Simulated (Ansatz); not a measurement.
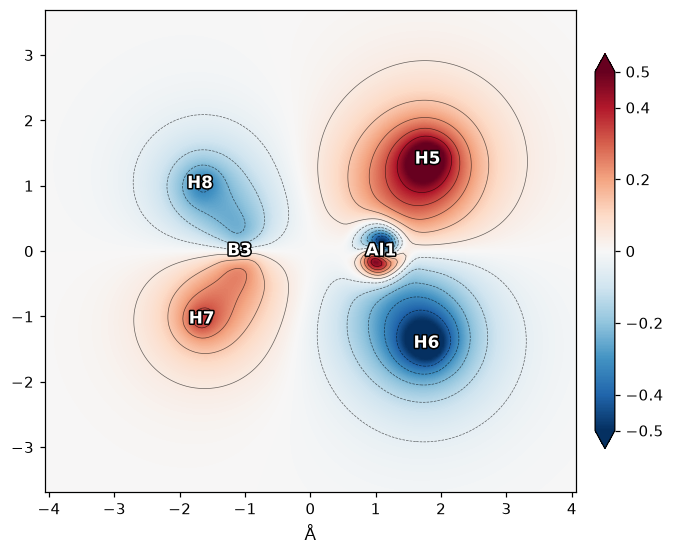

Figure 1: AlBH6 (H2Al(BH4)). The HOMO on the plane of atoms Al1, B3 and H8 (values in Å⁻³ᐟ²; the overall sign is arbitrary).

Geometry: PBE0-D4/def2-TZVP.

Computed with Ansatz 0.2.0, RKS PBE0-D4/def2-TZVP.

Input

```
crystal:
  periodic: [false, false, false]
  atoms:
    - {symbol: Al, position_ang: [-0.886619, -0.522829, -0.485129]}
    - {symbol: H, position_ang: [0.076709, 0.943299, -0.508629]}
    - {symbol: B, position_ang: [0.799247, 0.471615, 0.437651]}
    - {symbol: H, position_ang: [0.368735, -0.698845, 0.728151]}
    - {symbol: H, position_ang: [-0.581308, -1.417153, -1.744694]}
    - {symbol: H, position_ang: [-2.291401, -0.272045, 0.180199]}
    - {symbol: H, position_ang: [0.613345, 1.160705, 1.396297]}
    - {symbol: H, position_ang: [1.901283, 0.335254, -0.003855]}
basis:
  gaussian: {orbitals: def2-TZVP, initial_orbitals: start.molden}
hamiltonian: {xc: pbe0, dispersion: d4}
output: {orbitals: {seedname: orbitals}}
```

Command:

```sh
ansatz run in.yaml --threads 4 --pin off --events-out ev --progress --plain --max-ram 3916MiB
```

Q: Where does this orbital lie, and at what energy?

A: By Hirshfeld shares it lies mainly on Al1 (about 30 %), H6 (about 25 %), H5 (about 25 %) and B3 (about 10 %). Its energy is −8.82 eV.
